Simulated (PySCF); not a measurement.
# C₁₀HF₅O₃: NMR shifts at several levels of theory, part 2 of 2

PySCF 2.14.0. Atoms count from 0.

**5. Shielding tensors: wB97X-D/pcSseg-1**

Job settings and geometry (Å):

```
{"job": {"kind": "nmr", "xc": "wB97X-D", "basis": "pcSseg-1", "pop": false}, "charge": 0, "multiplicity": 1}
O     -3.797026    -0.488858     1.153893
C     -2.841619    -0.757704     0.476701
O     -2.749898    -1.853025    -0.277564
C     -1.654463     0.119428     0.341006
C     -1.722325     1.466255     0.415498
F     -2.767574     2.204803     0.636744
C     -0.390031     2.103586     0.115193
O     -0.159090     3.281122     0.082866
C      0.509582     0.941093    -0.119187
C      1.862140     0.916234    -0.387305
F      2.572321     2.010890    -0.536432
C      2.506761    -0.327768    -0.504494
F      3.797600    -0.387294    -0.766461
C      1.776847    -1.494376    -0.333030
F      2.381756    -2.659168    -0.427288
C      0.394831    -1.463648    -0.046767
F     -0.201157    -2.623593     0.146334
C     -0.246921    -0.244339     0.036542
H     -3.566273    -2.358579    -0.139268
```

Method: GIAO wB97X-D/pcSseg-1 NMR shielding, non-relativistic, gas phase.

The log of the run:

```text
coarse grid: 20168 points
cycle   1  E = -1105.3187806343  dE =  4.908e+00  |g| = 1.670e+00  |ddm| = 5.394e+00
cycle   2  E = -1104.7058979824  dE =  6.129e-01  |g| = 2.572e+00  |ddm| = 4.709e+00
cycle   3  E = -1105.8473717855  dE = -1.141e+00  |g| = 2.953e-01  |ddm| = 3.276e+00
cycle   4  E = -1105.8608207455  dE = -1.345e-02  |g| = 1.461e-01  |ddm| = 3.974e-01
cycle   5  E = -1105.8650270732  dE = -4.206e-03  |g| = 2.568e-02  |ddm| = 1.602e-01
cycle   6  E = -1105.8652052733  dE = -1.782e-04  |g| = 1.269e-02  |ddm| = 4.197e-02
cycle   7  E = -1105.8652537726  dE = -4.850e-05  |g| = 3.620e-03  |ddm| = 1.986e-02
cycle   8  E = -1105.8652662926  dE = -1.252e-05  |g| = 1.417e-03  |ddm| = 1.459e-02
cycle   9  E = -1105.8652680936  dE = -1.801e-06  |g| = 6.672e-04  |ddm| = 4.694e-03
final grid: 209096 points
cycle  10  E = -1106.0329642977  dE = -2.478e-04  |g| = 1.121e-02  |ddm| = 1.569e-01
cycle  11  E = -1106.0329609112  dE =  3.387e-06  |g| = 1.264e-02  |ddm| = 3.264e-02
cycle  12  E = -1106.0329826409  dE = -2.173e-05  |g| = 9.539e-04  |ddm| = 1.025e-02
cycle  13  E = -1106.0329828333  dE = -1.924e-07  |g| = 5.794e-04  |ddm| = 2.121e-03
cycle  14  E = -1106.0329829007  dE = -6.740e-08  |g| = 2.249e-04  |ddm| = 1.117e-03
cycle  15  E = -1106.0329829134  dE = -1.263e-08  |g| = 6.474e-05  |ddm| = 2.437e-04
cycle  16  E = -1106.0329829158  dE = -2.442e-09  |g| = 3.733e-05  |ddm| = 1.961e-04
cycle  17  E = -1106.0329829166  dE = -7.767e-10  |g| = 1.134e-05  |ddm| = 9.070e-05
converged SCF energy = -1106.0329829166

GIAO shielding tensors (ppm)
atom      isotropic    diamagn.    paramagn.     s11        s22        s33       span
  0 O     -114.576     396.722    -511.298   -356.153   -257.006    269.430    625.583
  1 C       20.082     241.930    -221.848    -86.002     67.486     78.762    164.764
  2 O      121.118     390.650    -269.532    -30.023    148.274    245.104    275.127
  3 C       59.082     258.412    -199.331    -36.880     77.428    136.697    173.576
  4 C       15.469     255.625    -240.156    -88.203     64.416     70.194    158.396
  5 F      296.251     469.771    -173.520    183.782    228.877    476.094    292.312
  6 C       -2.447     246.318    -248.765    -95.533     16.002     72.190    167.722
  7 O     -361.346     393.598    -754.944  -1053.149   -418.282    387.392   1440.541
  8 C       75.326     270.672    -195.346      8.821     63.883    153.275    144.454
  9 C       30.663     245.421    -214.759    -21.184     21.940     91.231    112.415
 10 F      315.128     474.527    -159.399    212.647    256.221    476.516    263.869
 11 C       34.812     260.418    -225.606     -7.394     15.725     96.105    103.499
 12 F      343.579     473.069    -129.490    271.109    291.513    468.114    197.005
 13 C       28.796     258.999    -230.203    -20.711     12.075     95.023    115.734
 14 F      330.286     473.308    -143.022    251.315    272.091    467.451    216.136
 15 C       34.208     242.831    -208.623    -16.894     27.527     91.992    108.886
 16 F      323.023     474.272    -151.249    250.166    270.459    448.444    198.278
 17 C       59.483     260.205    -200.722     -5.925     31.677    152.696    158.621
 18 H       25.071      26.658      -1.587     19.756     22.067     33.390     13.634
```

It took 4.8 min on 8 threads of Intel Xeon at 2.50GHz (Skylake/Cascade Lake), shared host.

This run: δ C6 187.0, C4 169.1, C1 164.5, C13 155.7, H18 6.31 ppm.

**6. Shielding tensors: KT2/pcSseg-1**

The job, as its differences from that of step 5:

```diff
@@ -1,2 +1,2 @@
-{"job": {"kind": "nmr", "xc": "wB97X-D", "basis": "pcSseg-1", "pop": false}, "charge": 0, "multiplicity": 1}
+{"job": {"kind": "nmr", "xc": "KT2", "basis": "pcSseg-1", "pop": false}, "charge": 0, "multiplicity": 1}
 O     -3.797026    -0.488858     1.153893
```

Method: GIAO KT2/pcSseg-1 NMR shielding, non-relativistic, gas phase.

The log of the run:

```text
coarse grid: 20168 points
cycle   1  E = -1122.1042363022  dE =  4.015e+00  |g| = 1.788e+00  |ddm| = 5.424e+00
cycle   2  E = -1114.5097863410  dE =  7.594e+00  |g| = 5.094e+00  |ddm| = 8.457e+00
cycle   3  E = -1121.4388872811  dE = -6.929e+00  |g| = 1.912e+00  |ddm| = 7.537e+00
cycle   4  E = -1122.5915689542  dE = -1.153e+00  |g| = 4.938e-01  |ddm| = 2.761e+00
cycle   5  E = -1122.4864513734  dE =  1.051e-01  |g| = 7.489e-01  |ddm| = 1.544e+00
cycle   6  E = -1122.6556477278  dE = -1.692e-01  |g| = 1.684e-01  |ddm| = 9.773e-01
cycle   7  E = -1122.6609071663  dE = -5.259e-03  |g| = 8.478e-02  |ddm| = 2.445e-01
cycle   8  E = -1122.6621665777  dE = -1.259e-03  |g| = 4.047e-02  |ddm| = 1.376e-01
cycle   9  E = -1122.6624802597  dE = -3.137e-04  |g| = 1.380e-02  |ddm| = 6.141e-02
cycle  10  E = -1122.6625196656  dE = -3.941e-05  |g| = 2.956e-03  |ddm| = 1.668e-02
cycle  11  E = -1122.6625215311  dE = -1.866e-06  |g| = 1.381e-03  |ddm| = 5.213e-03
final grid: 209096 points
cycle  12  E = -1122.9961436828  dE = -2.553e-04  |g| = 6.698e-02  |ddm| = 1.941e-01
cycle  13  E = -1122.9932428026  dE =  2.901e-03  |g| = 1.460e-01  |ddm| = 2.236e-01
cycle  14  E = -1122.9967578756  dE = -3.515e-03  |g| = 2.103e-02  |ddm| = 1.738e-01
cycle  15  E = -1122.9968577926  dE = -9.992e-05  |g| = 4.191e-03  |ddm| = 3.016e-02
cycle  16  E = -1122.9968611141  dE = -3.322e-06  |g| = 1.623e-03  |ddm| = 6.414e-03
cycle  17  E = -1122.9968616217  dE = -5.076e-07  |g| = 6.179e-04  |ddm| = 2.273e-03
cycle  18  E = -1122.9968617287  dE = -1.069e-07  |g| = 2.069e-04  |ddm| = 1.068e-03
cycle  19  E = -1122.9968617397  dE = -1.097e-08  |g| = 8.657e-05  |ddm| = 3.463e-04
cycle  20  E = -1122.9968617413  dE = -1.685e-09  |g| = 2.869e-05  |ddm| = 1.223e-04
cycle  21  E = -1122.9968617415  dE = -1.605e-10  |g| = 1.266e-05  |ddm| = 4.117e-05
converged SCF energy = -1122.9968617415

GIAO shielding tensors (ppm)
atom      isotropic    diamagn.    paramagn.     s11        s22        s33       span
  0 O      -91.738     397.834    -489.572   -295.471   -222.369    242.625    538.097
  1 C       30.456     243.345    -212.889    -62.662     76.462     77.567    140.229
  2 O      114.316     390.062    -275.746    -24.651    132.499    235.101    259.753
  3 C       67.806     257.491    -189.685     -9.791     76.824    136.386    146.177
  4 C       25.553     255.836    -230.282    -57.498     64.297     69.862    127.359
  5 F      275.691     468.653    -192.962    163.721    198.651    464.702    300.981
  6 C       11.011     246.389    -235.378    -68.581     32.548     69.065    137.646
  7 O     -295.869     393.492    -689.362   -904.840   -349.535    366.767   1271.607
  8 C       83.189     270.941    -187.751     27.083     71.455    151.030    123.948
  9 C       38.735     245.483    -206.748      3.866     26.241     86.096     82.230
 10 F      293.210     473.236    -180.026    185.553    229.107    464.971    279.418
 11 C       42.264     261.046    -218.783     13.449     20.432     92.910     79.461
 12 F      322.554     470.525    -147.970    244.079    269.142    454.442    210.363
 13 C       36.444     259.709    -223.266      1.523     16.221     91.587     90.063
 14 F      308.368     471.352    -162.984    219.861    250.390    454.853    234.992
 15 C       41.253     244.401    -203.148      4.693     31.593     87.474     82.782
 16 F      300.521     474.424    -173.903    223.776    243.785    434.004    210.229
 17 C       69.936     259.803    -189.866     16.650     44.724    148.435    131.784
 18 H       25.372      27.323      -1.951     19.973     23.099     33.043     13.070
```

Wall time 2.7 min (8 threads of Intel Xeon at 2.50GHz (Skylake/Cascade Lake), shared host).

In short: δ C6 172.2, C4 157.7, C1 152.8, C13 146.8, H18 5.81 ppm.

**7. Shielding tensors: HF/pcSseg-1**

The job, as its differences from that of step 6:

```diff
@@ -1,2 +1,2 @@
-{"job": {"kind": "nmr", "xc": "KT2", "basis": "pcSseg-1", "pop": false}, "charge": 0, "multiplicity": 1}
+{"job": {"kind": "nmr", "xc": "HF", "basis": "pcSseg-1", "pop": false}, "charge": 0, "multiplicity": 1}
 O     -3.797026    -0.488858     1.153893
```

With the program's defaults for keys left out, this is: GIAO HF/pcSseg-1 NMR shielding, non-relativistic, gas phase.

The log of the run:

```text
final grid: 209096 points
cycle   1  E = -1100.2065032534  dE =  5.966e+00  |g| = 1.611e+00  |ddm| = 5.474e+00
cycle   2  E = -1100.5172858378  dE = -3.108e-01  |g| = 1.266e+00  |ddm| = 2.758e+00
cycle   3  E = -1100.7996149613  dE = -2.823e-01  |g| = 1.911e-01  |ddm| = 1.552e+00
cycle   4  E = -1100.8091058983  dE = -9.491e-03  |g| = 7.990e-02  |ddm| = 2.954e-01
cycle   5  E = -1100.8110515771  dE = -1.946e-03  |g| = 2.592e-02  |ddm| = 1.465e-01
cycle   6  E = -1100.8113402093  dE = -2.886e-04  |g| = 1.005e-02  |ddm| = 5.237e-02
cycle   7  E = -1100.8114186991  dE = -7.849e-05  |g| = 4.405e-03  |ddm| = 4.017e-02
cycle   8  E = -1100.8114305725  dE = -1.187e-05  |g| = 1.771e-03  |ddm| = 1.470e-02
cycle   9  E = -1100.8114330134  dE = -2.441e-06  |g| = 6.254e-04  |ddm| = 6.661e-03
cycle  10  E = -1100.8114333529  dE = -3.395e-07  |g| = 3.238e-04  |ddm| = 2.085e-03
cycle  11  E = -1100.8114334283  dE = -7.541e-08  |g| = 1.206e-04  |ddm| = 9.374e-04
cycle  12  E = -1100.8114334446  dE = -1.627e-08  |g| = 5.742e-05  |ddm| = 3.550e-04
cycle  13  E = -1100.8114334488  dE = -4.180e-09  |g| = 2.721e-05  |ddm| = 2.211e-04
cycle  14  E = -1100.8114334497  dE = -9.013e-10  |g| = 1.041e-05  |ddm| = 1.020e-04
converged SCF energy = -1100.8114334497

GIAO shielding tensors (ppm)
atom      isotropic    diamagn.    paramagn.     s11        s22        s33       span
  0 O     -107.398     395.851    -503.249   -360.889   -258.605    297.298    658.187
  1 C       23.758     239.390    -215.632    -93.938     71.053     94.158    188.096
  2 O      150.357     392.490    -242.133      1.071    177.553    272.447    271.376
  3 C       68.332     256.863    -188.530    -39.579     96.621    147.955    187.534
  4 C       22.215     254.183    -231.968   -100.579     79.757     87.465    188.044
  5 F      338.393     472.970    -134.577    231.212    292.230    491.737    260.525
  6 C        7.352     245.243    -237.891   -106.933     37.923     91.066    197.999
  7 O     -374.448     393.950    -768.398  -1052.310   -479.973    408.939   1461.249
  8 C       83.298     267.989    -184.691     10.019     74.344    165.533    155.514
  9 C       38.422     244.728    -206.306    -32.314     36.770    110.810    143.123
 10 F      354.571     477.673    -123.102    264.311    312.385    487.017    222.706
 11 C       46.276     258.864    -212.588     -8.866     32.985    114.708    123.574
 12 F      385.239     477.807     -92.569    326.352    347.692    481.671    155.319
 13 C       37.547     257.163    -219.616    -29.008     28.446    113.203    142.210
 14 F      367.399     477.287    -109.888    305.140    316.003    481.055    175.915
 15 C       45.217     240.626    -195.410    -20.889     44.528    112.012    132.902
 16 F      366.552     475.950    -109.398    310.044    326.307    463.305    153.261
 17 C       63.844     258.415    -194.570    -12.163     37.996    165.700    177.863
 18 H       25.000      26.316      -1.315     19.189     20.922     34.890     15.701
```

Run time: 2.2 min. Hardware: 8 threads of Intel Xeon at 2.50GHz (Skylake/Cascade Lake), shared host.

Key values: δ C6 183.5, C4 168.6, C1 167.1, C13 153.3, H18 6.69 ppm.

**8. Comparing the runs: NMR shifts**

Shifts (ppm) of some atoms, chosen among heavy atoms and hydrogens apart, with basis size and wall time:

```tsv
run	H18	O7	O2	F10	F14	F12	functions	time
PBE0/pcSseg-1	6.23	700.4	216.9	-130.3	-145.3	-159.2	311	3.2 min
PBE/pcSseg-1	5.96	685.0	229.7	-141.0	-156.5	-170.9	311	2.4 min
wB97X-D/pcSseg-1	6.31	694.5	212.1	-128.0	-143.1	-156.4	311	4.8 min
KT2/pcSseg-1	5.81	626.5	216.3	-154.6	-169.8	-184.0	311	2.7 min
HF/pcSseg-1	6.69	707.8	183.0	-108.2	-121.0	-138.9	311	2.2 min
```

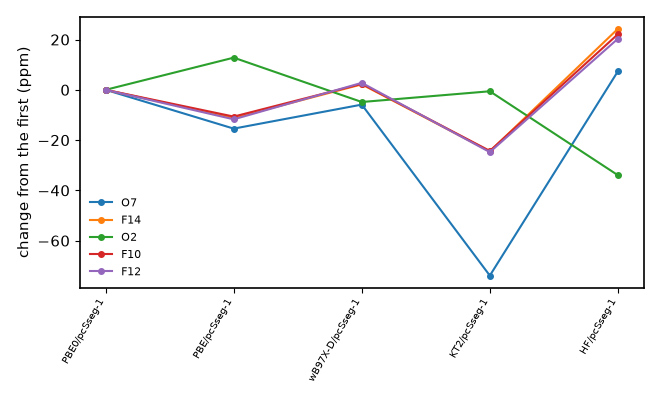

How five of the tabulated atoms move from run to run.

**9. Results**

What follows sums up all 2 parts.

| quantity | value |
| --- | --- |
| point group | C1 |
| rotational constants (main isotopes) | 0.61, 0.36, 0.23 GHz |
| ¹³C shifts against TMS (PBE0/pcSseg-1) | 185.2, 167.4, 163.3, 154.7, 152.5, 149.3, 148.6, 125.2, 123.6, 108.2 ppm |
| ¹H shifts against TMS (PBE0/pcSseg-1) | 6.23 ppm |
| ¹⁷O shifts against H2O (PBE0/pcSseg-1) | 700.4, 452.5, 216.9 ppm |
| ¹⁹F shifts against CFCl3 (PBE0/pcSseg-1) | -111.8, -130.3, -138.2, -145.3, -159.2 ppm |
| range of the shift of O7 | 626.5 to 707.8 ppm |

What this shows: Single values in the summary come from the first sound run of each kind (PBE0/pcSseg-1), which need not be the best level. Relaxing lowered the energy by 0.067 eV in 9 steps; the close pair that moved most is C4–F5, from 1.317 to 1.299 Å. No frequency check was run at this level, so the end point may be a saddle. The most deshielded carbon is C6 (ketone carbonyl carbon), at 185.2 ppm: the double bond to the heteroatom, with no lone-pair donor beside it, deshields it most. At PBE0/pcSseg-1: The largest span, 1450 ppm, is at O7, where the paramagnetic term is -759 ppm. NICS(1)zz of -15 ppm above the planar ring from C8 marks a diatropic (aromatic) ring current. In ppm, O7 moves most: its shift spreads over 81.2 ppm, from 626.5 (KT2/pcSseg-1) to 707.8 (HF/pcSseg-1).
